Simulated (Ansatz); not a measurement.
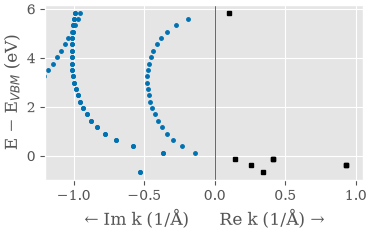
*Complex bands at the centre of the two-dimensional zone; r2SCAN run with Ansatz (a quantum-chemistry and plane-wave program)*

The gap is the functional's own. No spin-orbit coupling. Mid-gap values are those at the computed energy nearest the middle.

**Question.** This is Li2O (Fm-3m, anti-fluorite, 3 atoms a cell, 8.4 Å³ an atom, -4 GPa at this level) along the normal of (111). Read off the slowest decay at the centre of the two-dimensional zone at 2.73 eV, the computed energy nearest the middle of the gap.

**Answer.** κ ≈ 0.47 1/Å, a decay length 1/(2κ) of the density of 1.1 Å.
